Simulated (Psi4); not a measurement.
# [PO3]− (metaphosphate (po31-) (8ci,9ci)): SVWN5/def2-SVPD

Aim: the vertical ionisation energy of [PO3]− (metaphosphate (po31-) (8ci,9ci)) at SVWN5/def2-SVPD, from 2 runs. The job is set up through a Python script.

The calculation is run with Psi4 1.11.

6 further runs of the same task are left out: 6 that didn't finish.

**1. The structure to begin with**

[PO3]− has 4 atoms, charge -1, and is taken as a singlet. As SMILES, `O=P(=O)[O-]`. The shape is that of a GFN2-xTB optimisation.

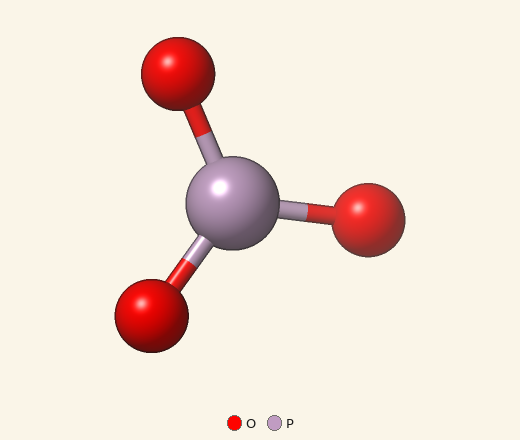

The structure, seen from a chosen angle (oxygen red, phosphorus pink).

**2. Energy and forces at SVWN5/def2-SVPD**

Contents of o3p.py:

```python
import psi4

psi4.set_memory('1600 MB')
psi4.set_num_threads(1)
psi4.set_output_file('output.dat', False)

mol = psi4.geometry("""
-1 1
O      0.579960    -0.419440    -1.297400
P      0.000330     0.000460    -0.000130
O     -1.057020     1.037780     0.038020
O      0.476740    -0.618790     1.259510
units angstrom
symmetry c1
no_reorient
no_com
""")

options = {'basis': 'def2-SVPD', 'reference': 'rks', 'puream': True, 'e_convergence': 1e-09, 'd_convergence': 1e-08, 'scf_type': 'pk', 'dft_radial_points': 99, 'dft_spherical_points': 590}
psi4.set_options(options)

E, wfn = psi4.gradient('scf', dft_functional={"name": "SVWN5", "x_functionals": {"LDA_X": {}}, "c_functionals": {"LDA_C_VWN": {}}}, return_wfn=True)
psi4.oeprop(wfn, 'QUADRUPOLE', 'DIPOLE', 'MULLIKEN_CHARGES')
print('gradient / Eh bohr^-1')
print(E.np.round(6))
print(f'energy = {wfn.energy():.10f} Eh')
```

Command:

```
python o3p.py
```

output.dat, shortened:

```text
[...]
  Running in c1 symmetry.
[...]
  Nuclear repulsion =  168.141609722148331
[...]
  Multiplicity = 1
[...]
  Nalpha       = 20
  Nbeta        = 20
[...]
    Number of basis functions: 93
[...]
   @RKS iter   1:  -563.50742343788761    3.42800e-01   1.30561e-02 ADIIS/DIIS
[...]
   @RKS iter  12:  -564.08103415376911   -4.54747e-13   2.65255e-09 DIIS
[...]
    Orbital Energies [Eh]
    ---------------------
    Doubly Occupied:
       1A    -75.886759     2A    -18.402943     3A    -18.402919
       4A    -18.402821     5A     -6.169744     6A     -4.425716
       7A     -4.421863     8A     -4.421858     9A     -0.747929
      10A     -0.663945    11A     -0.663775    12A     -0.250628
      13A     -0.190636    14A     -0.179026    15A     -0.179014
      16A     -0.101581    17A     -0.101524    18A     -0.088916
      19A     -0.088806    20A     -0.036698
[...]
  @RKS Final Energy:  -564.08103415376911
   => Energetics <=
    Nuclear Repulsion Energy =            168.1416097221483312
    One-Electron Energy =               -1125.1984205711271443
    Two-Electron Energy =                 439.4051065860285803
    DFT Exchange-Correlation Energy =     -46.4293298908188490
    Empirical Dispersion Energy =           0.0000000000000000
    VV10 Nonlocal Energy =                  0.0000000000000000
    Total Energy =                       -564.0810341537691102
[...]
  -Total Gradient:
     Atom            X                  Y                   Z
    ------   -----------------  -----------------  -----------------
       1       -0.014855173761     0.010671700176     0.033124777050
       2       -0.000054194277     0.000361779138    -0.000639918651
       3        0.026868150282    -0.026464164819    -0.000961240851
       4       -0.011969551273     0.015441489087    -0.031536114196
[...]
 Multipole Moments:
 ------------------------------------------------------------------------------------
     Multipole            Electronic (a.u.)      Nuclear  (a.u.)        Total (a.u.)
 ------------------------------------------------------------------------------------
 L = 1.  Multiply by 2.5417464519 to convert [e a0] to [Debye]
 Dipole X            :         -0.0041467            0.0045164            0.0003697
 Dipole Y            :         -0.0050306            0.0062361            0.0012055
 Dipole Z            :          0.0005689           -0.0017197           -0.0011508
 Magnitude           :                                                    0.0017071
 L = 2.  Multiply by 1.3450342976 to convert [e a0^2] to [Debye ang]
 Quadrupole XX       :        -74.1774053           48.0215690          -26.1558363
 Quadrupole XY       :         51.1381290          -46.7156501            4.4224789
[...]
  Mulliken Charges: (a.u.)
   Center  Symbol    Alpha    Beta     Spin     Total
       1     O     4.40743  4.40743  0.00000 -0.81486
       2     P     6.77731  6.77731  0.00000  1.44537
       3     O     4.40748  4.40748  0.00000 -0.81497
       4     O     4.40777  4.40777  0.00000 -0.81555
   Total alpha = 20.00000, Total beta = 20.00000, Total charge = -1.00000
```

The script printed:

```text
gradient / Eh bohr^-1
[[-1.4855e-02  1.0672e-02  3.3125e-02]
 [-5.4000e-05  3.6200e-04 -6.4000e-04]
 [ 2.6868e-02 -2.6464e-02 -9.6100e-04]
 [-1.1970e-02  1.5441e-02 -3.1536e-02]]
energy = -564.0810341538 Eh
```

Run time: 17 s. Hardware: 1 thread of Intel Xeon Platinum 8375C at 2.90GHz (Ice Lake), shared host; peak memory 0.49 GiB.

**3. Doublet neutral PO3 at the same level**

Contents of o3p.xyz:

```xyz
4
O3P
O      0.579960    -0.419440    -1.297400
P      0.000330     0.000460    -0.000130
O     -1.057020     1.037780     0.038020
O      0.476740    -0.618790     1.259510
```

Contents of o3p.py:

```python
import psi4

psi4.set_memory('1600 MB')
psi4.set_num_threads(1)
psi4.set_output_file('output.dat', False)

with open('o3p.xyz') as f:
    atoms = ''.join(f.readlines()[2:])
molecule = psi4.geometry('0 2\n' + atoms + 'symmetry c1\nno_reorient\nno_com')

options = {'basis': 'def2-SVPD', 'reference': 'uks', 'puream': True, 'e_convergence': 1e-09, 'd_convergence': 1e-08, 'scf_type': 'pk', 'dft_radial_points': 99, 'dft_spherical_points': 590, 'maxiter': 200}
psi4.set_options(options)

energy_value = psi4.gradient("scf", dft_functional={"name": "SVWN5", "x_functionals": {"LDA_X": {}}, "c_functionals": {"LDA_C_VWN": {}}}, molecule=molecule)
print('gradient / Eh bohr^-1')
print(energy_value.np.round(6))
```

Command:

```
python o3p.py
```

output.dat, shortened:

```text
[...]
  Running in c1 symmetry.
[...]
  Nuclear repulsion =  168.141609722148331
[...]
  Multiplicity = 2
[...]
  Nalpha       = 20
  Nbeta        = 19
[...]
    Number of basis functions: 93
[...]
   @UKS iter   1:  -563.60008917185564    2.50135e-01   9.63761e-03 DIIS/ADIIS
[...]
   @UKS iter  12:  -563.91021691907383   -5.45697e-12   3.78466e-09 DIIS
[...]
   @S^2 Observed:                7.530792949E-01
[...]
  @UKS Final Energy:  -563.91021691907383
   => Energetics <=
    Nuclear Repulsion Energy =            168.1416097221483312
    One-Electron Energy =               -1114.1204227354219256
    Two-Electron Energy =                 428.1405712926068077
    DFT Exchange-Correlation Energy =     -46.0719751984071237
    Empirical Dispersion Energy =           0.0000000000000000
    VV10 Nonlocal Energy =                  0.0000000000000000
    Total Energy =                       -563.9102169190738323
[...]
 Multipole Moments:
 ------------------------------------------------------------------------------------
     Multipole            Electronic (a.u.)      Nuclear  (a.u.)        Total (a.u.)
 ------------------------------------------------------------------------------------
 L = 1.  Multiply by 2.5417464519 to convert [e a0] to [Debye]
 Dipole X            :         -0.0036766            0.0045164            0.0008398
 Dipole Y            :         -0.0053214            0.0062361            0.0009147
 Dipole Z            :          0.0017464           -0.0017197            0.0000267
 Magnitude           :                                                    0.0012420
[...]
  -Total Gradient:
     Atom            X                  Y                   Z
    ------   -----------------  -----------------  -----------------
       1       -0.010141762739     0.007282712974     0.022553940356
       2       -0.000044875275     0.000296387851    -0.000537646945
       3        0.018281036253    -0.018013644739    -0.000677752541
       4       -0.008105131206     0.010445301286    -0.021351104408
[...]
```

Standard output:

```text
gradient / Eh bohr^-1
[[-1.0142e-02  7.2830e-03  2.2554e-02]
 [-4.5000e-05  2.9600e-04 -5.3800e-04]
 [ 1.8281e-02 -1.8014e-02 -6.7800e-04]
 [-8.1050e-03  1.0445e-02 -2.1351e-02]]
```

It took 15 s on 1 thread of Intel Xeon Platinum 8375C at 2.90GHz (Ice Lake), shared host; peak memory 0.5 GiB.

**4. Results**

At SVWN5/def2-SVPD:

| quantity | value |
| --- | --- |
| singlet [PO3]−: total energy | -564.08103 Eh |
| singlet [PO3]−: HOMO energy | -1.00 eV |
| singlet [PO3]−: LUMO energy | 3.15 eV |
| singlet [PO3]−: HOMO–LUMO gap (to an unbound level, set by the basis) | 4.14 eV |
| singlet [PO3]−: largest force on an atom | 1.946 eV/Å |
| doublet neutral PO3: total energy | -563.91022 Eh |
| doublet neutral PO3: dipole moment | 0.00 D |
| doublet neutral PO3: HOMO energy (highest over α and β) | -9.35 eV |
| doublet neutral PO3: LUMO energy (lowest over α and β) | -8.39 eV |
| doublet neutral PO3: ⟨S²⟩ | 0.753 |
| doublet neutral PO3: largest force on an atom | 1.326 eV/Å |
| vertical detachment energy (to the doublet neutral) | 4.648 eV |

Removing an electron at fixed nuclei costs 4.65 eV (448 kJ/mol). The largest force (singlet [PO3]−) is 1.95 eV/Å: the shape isn't a stationary point for this species at this level. The negative HOMO energy of the first species, 1.00 eV, lies 3.65 eV below that difference. Mulliken charges (singlet [PO3]−) run from -0.82 on O4 to +1.45 on P2; in a basis this large or diffuse they mean little.
